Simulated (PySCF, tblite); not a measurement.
# C₁₁H₃N₅: excited states

Aim: compute the excited states of C₁₁H₃N₅ (`N#CC(C#N)=c1ccc(=C(C#N)C#N)nc1`).

Computed with tblite 0.8.0 and PySCF 2.14.0 and routines of our own; the level stands in each step. Atoms count from 0.

## (1) The starting structure

19 atoms, charge 0, multiplicity 1; geometry from: force field or distance geometry start.

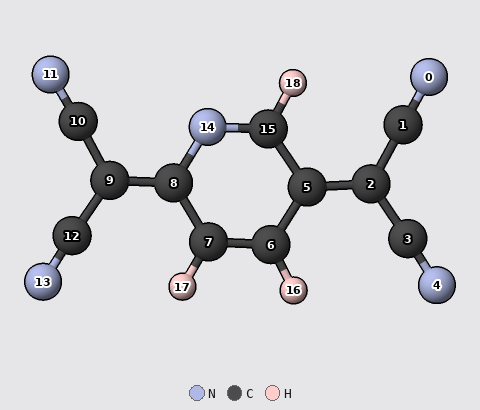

The starting geometry (nitrogen light blue, carbon dark grey, hydrogen pink).

## (2) Geometry optimisation with GFN2-xTB

Job settings and geometry (Å):

```
{"job": {"kind": "relax", "xc": "GFN2-xTB", "basis": "xTB"}, "charge": 0, "multiplicity": 1}
N      3.572400     2.905200    -0.410700
C      3.182600     1.835100    -0.214900
C      2.699900     0.516500     0.046100
C      3.661500    -0.488200     0.264500
N      4.430400    -1.344300     0.471200
C      1.364500     0.238500     0.059300
C      0.789300    -1.064700     0.303000
C     -0.537600    -1.214700     0.303900
C     -1.474400    -0.120300     0.054300
C     -2.828800    -0.280000     0.052200
C     -3.692900     0.825000    -0.199100
N     -4.432300     1.698200    -0.391100
C     -3.442500    -1.538800     0.292700
N     -3.900100    -2.585400     0.475600
N     -0.940700     1.142900    -0.179600
C      0.344600     1.306200    -0.167500
H      1.420900    -1.929100     0.500500
H     -0.939600    -2.222100     0.487900
H      0.713100     2.329300    -0.367500
```

Command:

```console
> OMP_NUM_THREADS=1 python excited_run.py task.json out
```

This one command runs all jobs of the session in turn.

Standard output:

```text
step      E/eV     max force
  0   -1073.90572    2.617
  1   -1073.71912    8.560
  2   -1074.04550    1.224
  3   -1074.07245    0.810
  4   -1074.08500    0.976
  5   -1074.10150    0.511
  6   -1074.11174    0.283
  7   -1074.11610    0.619
  8   -1074.11806    0.685
  9   -1074.12216    0.214
 10   -1074.12511    0.114
 11   -1074.12725    0.187
 12   -1074.12776    0.077
 13   -1074.12794    0.073
 14   -1074.12803    0.115
 15   -1074.12824    0.074
 16   -1074.12836    0.033
 17   -1074.12845    0.044
 18   -1074.12859    0.075
 19   -1074.12882    0.093
 20   -1074.12909    0.074
 21   -1074.12935    0.046
 22   -1074.12956    0.032
 23   -1074.12973    0.048
 24   -1074.12984    0.039
 25   -1074.12989    0.016
 26   -1074.12991    0.012
 27   -1074.12993    0.018
 28   -1074.12994    0.019
 29   -1074.12996    0.011
 30   -1074.12996    0.005
```

It took 0.27 s on 1 thread of Arm Neoverse V2, shared host.

Step by step: (the energy doesn't fall at every step)

```tsv
step	energy from step 0 (eV)	largest force (eV/Å)
0	0.0000	2.6165
1	0.1866	8.5605
2	-0.1398	1.2244
3	-0.1667	0.8104
4	-0.1793	0.9756
5	-0.1958	0.5112
6	-0.2060	0.2835
7	-0.2104	0.6185
8	-0.2123	0.6850
9	-0.2164	0.2140
10	-0.2194	0.1143
11	-0.2215	0.1867
12	-0.2220	0.0773
13	-0.2222	0.0726
14	-0.2223	0.1153
15	-0.2225	0.0736
16	-0.2226	0.0327
17	-0.2227	0.0436
18	-0.2229	0.0753
19	-0.2231	0.0932
20	-0.2234	0.0736
21	-0.2236	0.0459
22	-0.2238	0.0323
23	-0.2240	0.0480
24	-0.2241	0.0392
25	-0.2242	0.0162
26	-0.2242	0.0118
27	-0.2242	0.0181
28	-0.2242	0.0190
29	-0.2242	0.0112
30	-0.2242	0.0051
```

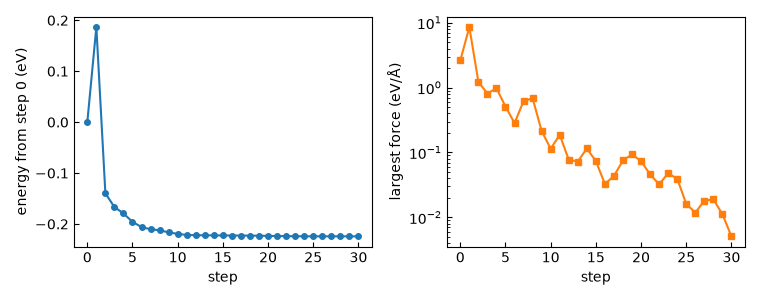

Energy and force, step by step.

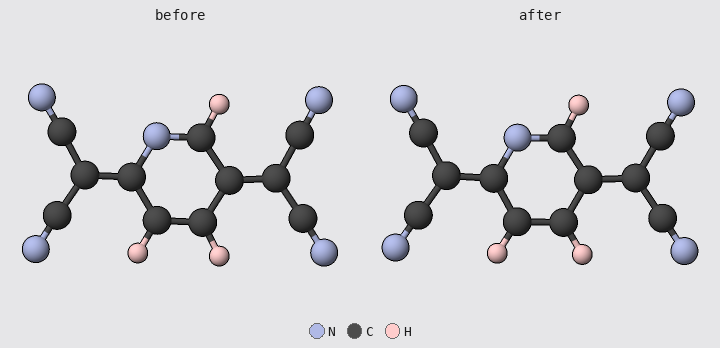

Before and after, at one scale.

Distances of close pairs at the start and the end, largest changes first:

```tsv
bond	before (Å)	after (Å)	change (Å)
C5–C15	1.494	1.443	-0.051
C7–C8	1.462	1.435	-0.027
C8–N14	1.391	1.367	-0.024
C15–H18	1.106	1.084	-0.022
C3–N4	1.169	1.147	-0.022
C8–C9	1.364	1.386	+0.022
C7–H17	1.100	1.080	-0.021
C1–C2	1.428	1.408	-0.020
```

The next job starts from the end point, and lists it.

## (3) Infrared spectrum with GFN2-xTB

Job settings and geometry (Å):

```
{"job": {"kind": "ir", "xc": "GFN2-xTB", "basis": "xTB"}, "charge": 0, "multiplicity": 1}
N      3.620289     2.856256    -0.402953
C      3.182475     1.814877    -0.203553
C      2.665881     0.527817     0.041953
C      3.628594    -0.475599     0.268838
N      4.409903    -1.295066     0.453255
C      1.309100     0.258307     0.058623
C      0.790065    -1.053000     0.305535
C     -0.548579    -1.248936     0.308254
C     -1.426598    -0.140118     0.062830
C     -2.804775    -0.284230     0.051694
C     -3.664713     0.805096    -0.190491
N     -4.391724     1.670098    -0.384105
C     -3.429298    -1.524112     0.281001
N     -3.937061    -2.535705     0.469068
N     -0.930462     1.112008    -0.172731
C      0.337280     1.299497    -0.174964
H      1.479794    -1.865447     0.484703
H     -0.977852    -2.222666     0.490471
H      0.677876     2.310173    -0.366621
```

Standard output:

```text
mode    cm-1     km/mol
  1      34.8      6.49
  2      41.9      0.04
  3      68.2      3.84
  4      92.5      1.73
  5     104.3      0.33
  6     114.7      0.57
  7     125.2      0.71
  8     125.7     13.25
  9     188.9     35.34
 10     264.6      0.29
 11     271.5      1.09
 12     327.8      0.33
 13     346.4      1.04
 14     361.5      3.40
 15     402.3      0.02
 16     429.5     10.33
 17     446.0      0.26
 18     477.0      1.40
 19     500.0      0.68
 20     542.0      9.75
 21     574.0      0.03
 22     590.1      1.27
 23     598.2      0.26
 24     607.5      1.80
 25     609.5      8.11
 26     718.5      3.54
 27     736.6      1.03
 28     812.8     19.79
 29     886.8      4.23
 30     930.8      0.14
 31     961.8     14.38
 32    1001.3      0.00
 33    1027.7      7.30
 34    1136.4      2.04
 35    1205.7      5.74
 36    1208.6      8.65
 37    1245.7      7.39
 38    1294.3      3.06
 39    1321.5      6.50
 40    1396.8     14.49
 41    1427.4      7.92
 42    1524.0     51.59
 43    1543.3      3.67
 44    1607.9      8.71
 45    2321.1     63.32
 46    2321.7    207.60
 47    2357.5    106.66
 48    2359.2    275.12
 49    3052.1      4.40
 50    3082.4      2.99
 51    3098.5      7.66
```

Wall time 0.94 s (1 thread of Arm Neoverse V2, shared host).

The strongest bands and the atoms that carry them (share of the mass-weighted mode):

```tsv
cm⁻¹	km/mol	atoms
189	35.3	C9 19 %, C2 15 %
813	19.8	H17 37 %, H16 28 %, C7 12 %
1397	14.5	C8 22 %, C5 21 %, C6 16 %, C7 13 %
1524	51.6	C5 31 %, C2 22 %, C8 19 %, C9 14 %
2321	63.3	C3 27 %, C1 26 %, N4 18 %, N0 18 %
2322	207.6	C12 29 %, C10 24 %, N13 20 %, N11 16 %
2358	106.7	C1 28 %, C3 27 %, N0 18 %, N4 18 %
2359	275.1	C10 30 %, C12 25 %, N11 20 %, N13 16 %
```

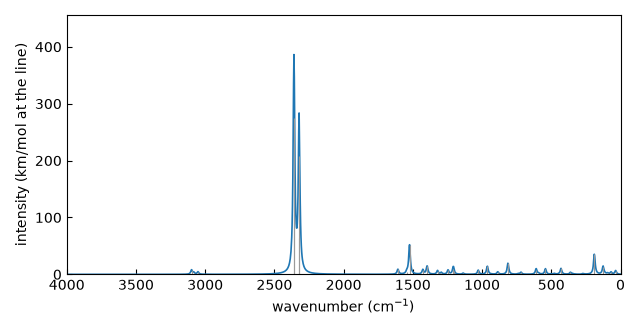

The infrared spectrum from these modes, unscaled. Lines are broadened to a width of 14 cm⁻¹ (Lorentzian).

## (4) Excited states: TDA CAM-B3LYP/def2-SVP

The job, as its differences from that of step 3:

```diff
@@ -1,2 +1,2 @@
-{"job": {"kind": "ir", "xc": "GFN2-xTB", "basis": "xTB"}, "charge": 0, "multiplicity": 1}
+{"job": {"kind": "states", "xc": "CAM-B3LYP", "basis": "def2-SVP", "tda": true, "soc": true, "nstates": 6, "ntriplets": 5, "nquad": 4}, "charge": 0, "multiplicity": 1}
 N      3.620289     2.856256    -0.402953
```

Level: TDA CAM-B3LYP/def2-SVP excited states, vertical, gas phase, spin-orbit mean-field couplings.

Standard output:

```text
coarse grid: 19120 points
cycle   1  E = -693.3015800710  dE =  3.649e+00  |g| = 1.055e+00  |ddm| = 6.295e+00
cycle   2  E = -692.5356288688  dE =  7.660e-01  |g| = 2.155e+00  |ddm| = 3.091e+00
cycle   3  E = -693.5980534469  dE = -1.062e+00  |g| = 9.196e-02  |ddm| = 1.944e+00
cycle   4  E = -693.5985665388  dE = -5.131e-04  |g| = 9.481e-02  |ddm| = 2.312e-01
cycle   5  E = -693.6004717280  dE = -1.905e-03  |g| = 2.829e-02  |ddm| = 1.056e-01
cycle   6  E = -693.6006335059  dE = -1.618e-04  |g| = 1.340e-02  |ddm| = 3.274e-02
cycle   7  E = -693.6006798395  dE = -4.633e-05  |g| = 3.299e-03  |ddm| = 1.766e-02
cycle   8  E = -693.6006848991  dE = -5.060e-06  |g| = 1.512e-03  |ddm| = 6.761e-03
final grid: 194368 points
cycle   9  E = -693.7249883653  dE = -4.356e-05  |g| = 3.226e-03  |ddm| = 5.355e-02
cycle  10  E = -693.7249870160  dE =  1.349e-06  |g| = 4.036e-03  |ddm| = 9.798e-03
cycle  11  E = -693.7249910346  dE = -4.019e-06  |g| = 1.192e-03  |ddm| = 5.401e-03
cycle  12  E = -693.7249913413  dE = -3.067e-07  |g| = 3.922e-04  |ddm| = 1.274e-03
cycle  13  E = -693.7249913726  dE = -3.136e-08  |g| = 1.587e-04  |ddm| = 4.822e-04
cycle  14  E = -693.7249913789  dE = -6.260e-09  |g| = 4.599e-05  |ddm| = 2.020e-04
cycle  15  E = -693.7249913795  dE = -6.082e-10  |g| = 1.581e-05  |ddm| = 6.592e-05
converged SCF energy = -693.7249913795

Singlet excitations
state   eV       nm        f     d(h-e)  d(exc)  Lambda  PR(NTO)  |dmu|/D   mu/D   main configurations
  1   2.9661   418.0   0.00060   0.921   3.488   0.398   1.007    1.904    0.583   H-1->L 0.96
  2   3.5869   345.7   1.90969   0.439   4.457   0.857   1.091    0.560    2.577   H->L 0.92
  3   4.4556   278.3   0.11264   0.636   3.847   0.744   1.072    0.989    2.569   H-2->L 0.50, H-3->L 0.43
  4   4.8471   255.8   0.00007   3.131   4.725   0.313   1.025    8.384    6.786   H-4->L 0.92
  5   4.9063   252.7   0.06088   0.734   4.709   0.719   1.506                     H-3->L 0.44, H-2->L 0.34, H->L+2 0.12
  6   5.0944   243.4   0.02245   0.226   3.786   0.598   1.082                     H->L+1 0.83, H->L+2 0.12

Triplet excitations (Tamm-Dancoff)
state   eV     d(h-e)  d(exc)  Lambda  PR(NTO)   main configurations
  1   1.0080   0.158   4.249   0.872   1.071   H->L 0.96
  2   2.6838   0.929   3.368   0.402   1.011   H-1->L 0.91
  3   3.1419   0.107   3.456   0.802   1.486   H-2->L 0.79, H->L+2 0.16
  4   3.5701   0.170   3.271   0.647   1.732   H-3->L 0.68, H->L+1 0.23
  5   4.6697   2.920   4.565   0.322   1.101   H-4->L 0.86
S1 - T1 = 1.9581 eV

Spin-orbit couplings |<S|Hso|T>| (cm-1)
             T1       T2       T3       T4       T5
S0        0.017   14.797    0.036    0.026    8.544
S1        4.650    0.200    2.733    8.236    0.598
S2        0.011    2.727    0.005    0.021    7.096
S3        0.007    7.972    0.009    0.004    3.323
S4        5.803    0.457    4.878    2.379    0.034
S5        0.020    5.162    0.023    0.011    5.240
S6        0.052    2.788    0.084    0.048    0.526
T1 sublevels (cm-1): 0.000 0.000 0.000   radiative rates (1/s): 8.08e-05 2.65e-06 0.000538
```

It took 81 s on 1 thread of Arm Neoverse V2, shared host; peak memory 1.2 GiB.

From this job:

```tsv
quantity	value
S1 less T1	1.96 eV
```

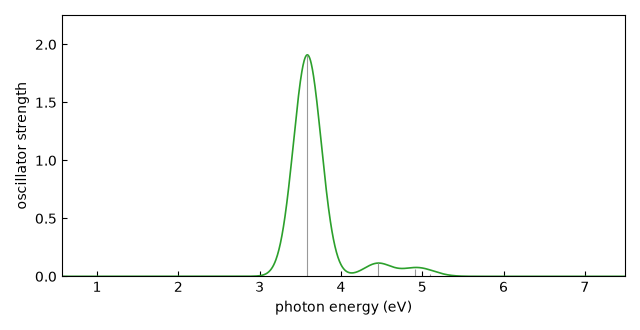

Absorption lines of the singlets. Lines are broadened to a width of 0.40 eV (Gaussian).

## (5) Outcome

```
                                   quantity                  value
  strongest single infrared mode (GFN2-xTB)  2359 cm⁻¹, 275 km/mol
               zero-point energy (GFN2-xTB)          69.8 kcal/mol
S1 less T1 (step 4, TDA CAM-B3LYP/def2-SVP)                1.96 eV
```

What this shows: All 51 modes are real, so the xTB geometry is a minimum. Unscaled tight-binding wavenumbers are off by several per cent, some by more. Its intensities can rank the bands wrongly. In step 4, the number of triplets below S1 is 2, and the largest singlet-triplet spin-orbit coupling is S0–T2, 14.80 cm⁻¹.
